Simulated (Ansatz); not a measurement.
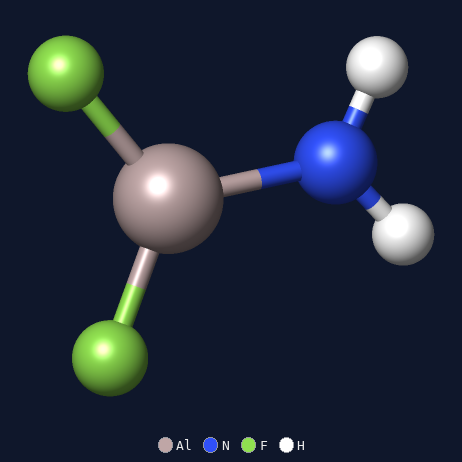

Rendered structure (ball-and-stick style). Every bond is drawn as one stick, whatever its order.

The computed structure is the end point of a PBE0-D4/def2-TZVP optimisation.

Describe the molecule.

The molecule is AlF2H2N. All atoms lie on one plane. Coordination: 1 Al trigonal planar; 1 N trigonal planar.

The parts below concern this one geometry. Atoms keep their numbers from picture to picture.

**Thermal motion**

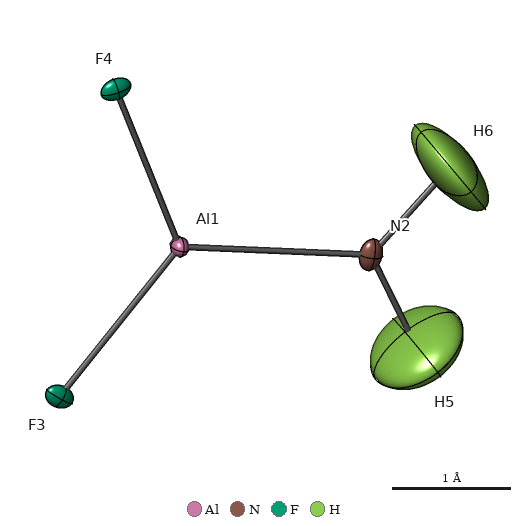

Displacement ellipsoids at the 50 % level, enlarged 1.5 times, from the internal vibrations of the free molecule (harmonic, no overall translation or rotation; no half-axis is drawn under 0.075 Å). Vibrations computed with RKS PBE0-D4/def2-TZVP (Ansatz 0.2.0). Temperature: 298 K.

Give the displacement parameters, one line for each set of equivalent atoms.

| atom | U_eq (Å²) | rms amplitudes (Å) |
| --- | --- | --- |
| Al1 | 0.0016 | 0.033, 0.036, 0.049 |
| N2 | 0.0024 | 0.038, 0.044, 0.062 |
| F3, F4 | 0.0019 | 0.025, 0.042, 0.058 |
| H5, H6 | 0.0331 | 0.082, 0.189, 0.238 |

**Electronic properties**

Level of theory: RKS PBE0-D4/def2-TZVP (Ansatz 0.2.0).

Predict the main results.

- dipole moment: 2.57 D
- harmonic zero-point energy: 81.5 kJ/mol

**Charges**

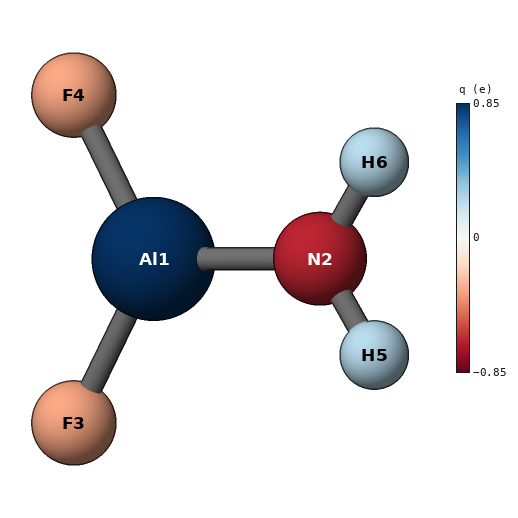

Atoms are coloured by their Mulliken charges. Level of theory: RKS PBE0-D4/def2-TZVP (Ansatz 0.2.0).

Which atom carries the highest charge (most positive or least negative)?

Answer. Al1 (0.84 e).

And the lowest?

Answer. N2 (−0.65 e).

List the Mulliken charges.

| atom | value (e) |
| --- | --- |
| Al1 | 0.84 |
| N2 | −0.65 |
| F3 | −0.34 |
| F4 | −0.34 |
| H5 | 0.25 |
| H6 | 0.25 |

**Vibrations**

Harmonic vibrations computed with RKS PBE0-D4/def2-TZVP (Ansatz 0.2.0) at a stationary point of the same level.

How many vibrational modes are there, and where do they lie?

Answer. 12 modes: 200, 245, 286, 370, 378, 676, 688, 934, 939, 1564, 3625, 3717 cm⁻¹.

Mulliken values depend strongly on the basis set and can even reverse the polarity of a bond.
